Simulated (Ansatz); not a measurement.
# InNH3 (SMILES [NH2][InH]) at UBLYP/def2-SVP (core potential)

Aim: the vertical doublet–quartet gap of InNH3 at UBLYP/def2-SVP (core potential), from 2 runs. 

Program for the calculation: Ansatz 0.2.0.

41 further runs of the same task are left out: 41 set aside as unsound or not needed.

## (1) The molecule

InNH3 has 5 atoms, charge 0, and is taken as a doublet. As SMILES, `[NH2][InH]`. The shape is that of a PBE0-D4/def2-TZVP optimisation. This is one conformer, not always the lowest.

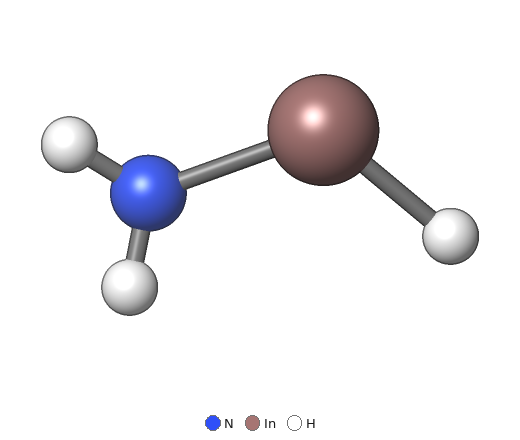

Viewed from a chosen angle; nitrogen blue, indium brown, hydrogen white.

## (2) The energy at UBLYP/def2-SVP (core potential)

run.yaml reads:

```yaml
crystal:
  periodic: [false, false, false]
  atoms:
    - {symbol: N, position_ang: [-0.299400, -0.736500, 0.264700]}
    - {symbol: In, position_ang: [0.846600, 0.946400, 0.296000]}
    - {symbol: H, position_ang: [-0.846800, -0.960800, -0.554700]}
    - {symbol: H, position_ang: [0.017600, -1.585600, 0.707600]}
    - {symbol: H, position_ang: [0.331900, 2.262600, -0.755100]}
basis:
  gaussian:
    orbitals: def2-SVP
total_charge: 0
magnetization:
  spin_polarized: true
  initial_magnetization: 1
hamiltonian:
  xc: {name: BLYP}
accuracy: high
output: {orbitals: {seedname: orbitals}}
```

On the command line:

```
$ ansatz run run.yaml --threads 1 --pin off --max-ram 3480MiB --events-out events.jsonl --progress --plain --runs-dir runs
```

What it wrote:

```text
Warning: RAYON_NUM_THREADS=1 ignored (pool sized by the plan → 1); use --threads N
Functional definition: BLYP
  name "BLYP"
  parameter beta = 0.0042
  parameter a = 0.04918
  parameter b = 0.132
  parameter c = 0.2533
  parameter d = 0.349
  exchange = b88_x(beta = beta)
  correlation = lyp_c(a = a, b = b, c = c, d = d)
1332 factors; integrals over basis functions are off by at most 2.7e-9 eV
mean field evaluation 1: about -6697.2427 eV, gradient 5.0e1 eV
mean field evaluation 2: about -6610.3869 eV, gradient 1.0e2 eV
mean field evaluation 4: about -6707.5374 eV, gradient 9.8e0 eV
mean field evaluation 8: about -6708.5289 eV, gradient 2.0e-1 eV
mean field evaluation 16: about -6708.5291 eV, gradient 3.6e-5 eV
mean field -6708.52911016 eV, -246.5338975941 hartree, gradient 8.5e-8 eV, S^2 0.752322; 1 other end points of the search recorded, 0 dependent functions left out
reference -6708.52915477 eV, -246.5338992336 hartree; 16, 15 occupied and 39, 40 virtual orbitals, 1332 factors
Total energy: -6708.52915477 eV, -246.5338992336 hartree
```

It took 5.1 s on 1 thread of Arm Neoverse V1, shared host; peak memory 0.18 GiB.

## (3) The quartet, same level

input.yaml reads:

```yaml
crystal:
  periodic: [false, false, false]
  atoms:
    - {symbol: "N", position_ang: [-0.299400, -0.736500, 0.264700]}
    - {symbol: In, position_ang: [0.846600, 0.946400, 0.296000]}
    - {symbol: H, position_ang: [-0.846800, -0.960800, -0.554700]}
    - {symbol: H, position_ang: [0.017600, -1.585600, 0.707600]}
    - {symbol: H, position_ang: [0.331900, 2.262600, -0.755100]}
basis:
  gaussian:
    orbitals: def2-SVP
magnetization:
  spin_polarized: true
  initial_magnetization: 3
hamiltonian:
  xc: {name: BLYP}
accuracy: high
output: {orbitals: {seedname: orbitals}}
```

On the command line:

```
$ ansatz run input.yaml --threads 1 --pin off --max-ram 3480MiB --events-out events.jsonl --progress --plain --runs-dir runs
```

What it wrote, shortened:

```text
Warning: RAYON_NUM_THREADS=1 ignored (pool sized by the plan → 1); use --threads N
[... 9 set-up lines as earlier in the session ...]
1331 factors; integrals over basis functions are off by at most 2.7e-9 eV
mean field evaluation 1: about -6693.5678 eV, gradient 4.7e1 eV
mean field evaluation 2: about -6607.8336 eV, gradient 1.0e2 eV
mean field evaluation 4: about -6700.1160 eV, gradient 2.2e1 eV
mean field evaluation 8: about -6704.3871 eV, gradient 3.7e-1 eV
mean field evaluation 16: about -6704.3857 eV, gradient 7.7e-4 eV
mean field evaluation 32: about -6703.0704 eV, gradient 1.9e0 eV
mean field -6704.38569258 eV, -246.3816298066 hartree, gradient 2.8e-8 eV, S^2 3.754730; 3 other end points of the search recorded, 0 dependent functions left out
reference -6704.38573699 eV, -246.3816314386 hartree; 17, 14 occupied and 38, 41 virtual orbitals, 1331 factors
Total energy: -6704.38573699 eV, -246.3816314386 hartree
```

Run time: 5.7 s. Hardware: 1 thread of Arm Neoverse V1, shared host; peak memory 0.19 GiB.

## (4) Results

Level: UBLYP/def2-SVP (core potential).

| quantity | value |
| --- | --- |
| doublet: total energy | -246.53390 Eh |
| doublet: HOMO energy (highest over α and β) | -4.31 eV |
| doublet: LUMO energy (lowest over α and β) | -3.46 eV |
| doublet: ⟨S²⟩ | 0.752 |
| quartet: total energy | -246.38163 Eh |
| quartet: HOMO energy (highest over α and β) | -2.04 eV |
| quartet: ⟨S²⟩ | 3.755 |
| vertical energy of the quartet above the doublet | 4.143 eV |

What this shows: At this shape the quartet lies 4.14 eV (400 kJ/mol) above the doublet.
